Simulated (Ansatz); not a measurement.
**C3H9FOSi: density, localisation and related maps**

```xyz
15

C    -0.0994   -1.7026    0.1834
C     0.5119   -0.5622   -0.5808
O     1.8454   -0.8662   -0.8567
C     0.4656    0.7358    0.1928
F     1.2177    1.6567   -0.5394
Si   -1.2586    1.4855    0.4563
H     0.0202   -2.6426   -0.3933
H    -1.1822   -1.5413    0.3722
H     0.4224   -1.8321    1.1568
H    -0.0694   -0.4017   -1.5329
H     2.2461   -0.0230   -1.1573
H     0.9894    0.5752    1.1690
H    -2.0554    0.6485    1.4227
H    -1.9696    1.5434   -0.8698
H    -1.1060    2.8760    1.0064
```

Method: RKS LDA/def2-SVP in Ansatz.

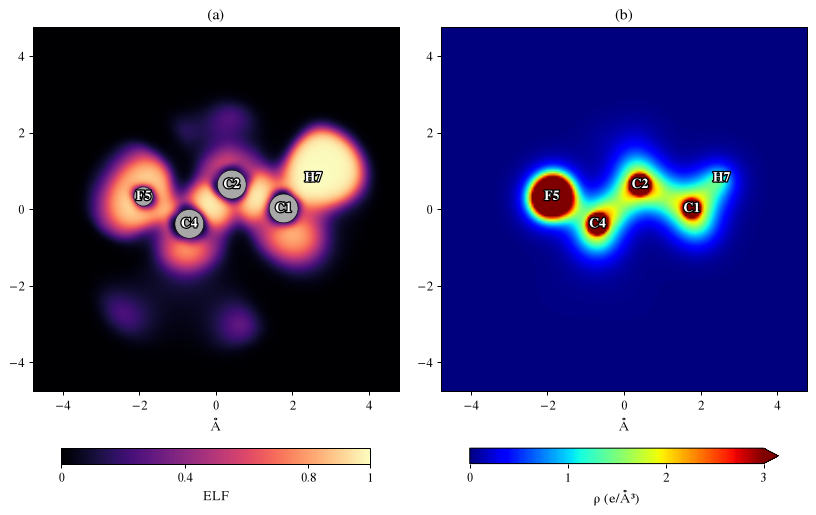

Figure 1. (a) electron localisation function; (b) electron density on the plane of atoms C2, C4 and F5. Grey discs cover the atomic cores in the ELF map.

> What does the map show?

The plane passes through C, F and H nuclei.
C–F (1.40 Å): ρ is about 2 e/Å³ halfway, with its minimum of 1.5 e/Å³ about 0.5 Å from C; the ELF peaks at about 0.85 between the atoms; a shared but strongly polarised pair.
C–C (1.50 Å): the density is about 1.7 e/Å³ at the midpoint; the ELF peaks at about 0.95 between the atoms (localised, covalent bonding).
C–H (1.11 Å): ρ at the midpoint is about 1.9 e/Å³; the ELF climbs to about 1 towards the hydrogen, as it does in any bond to H (an ordinary covalent bond to hydrogen).
The ELF also peaks beside F5, away from the bonds: lone-pair regions.

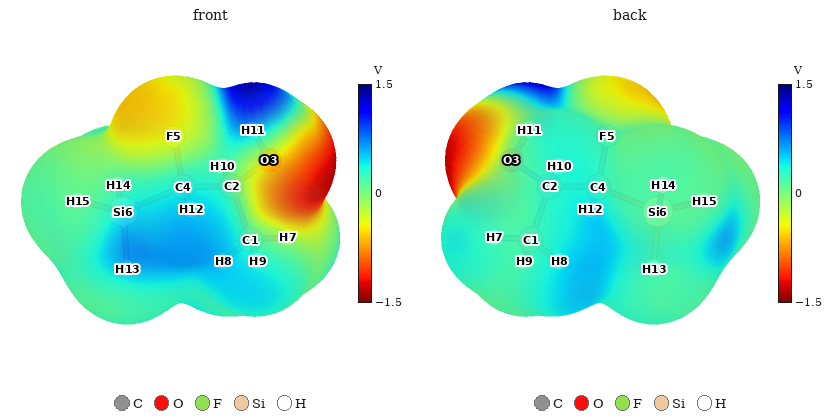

Figure 2. The molecular electrostatic potential painted on the density surface at 0.001 e/bohr³, seen from the front and from behind; red is negative and blue positive.

> Describe the electrostatic potential map.

The most negative region (about −1.3 V) lies over O3, the most positive (about +1.3 V) over H11. O3 is the likeliest acceptor of a hydrogen bond.

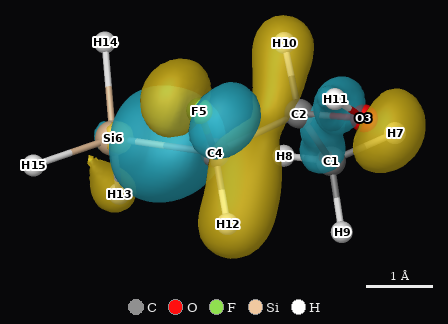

Figure 3. The HOMO−1 at ±0.15 Å⁻³ᐟ² (yellow and cyan are the two phases), seen from one side.

> Where does this orbital lie, and at what energy?

It lies mainly on C4 (about 25 %), F5 (about 20 %), Si6 (about 15 %), O3 (about 15 %) and C2 (about 5 %). Its energy is −7.27 eV.
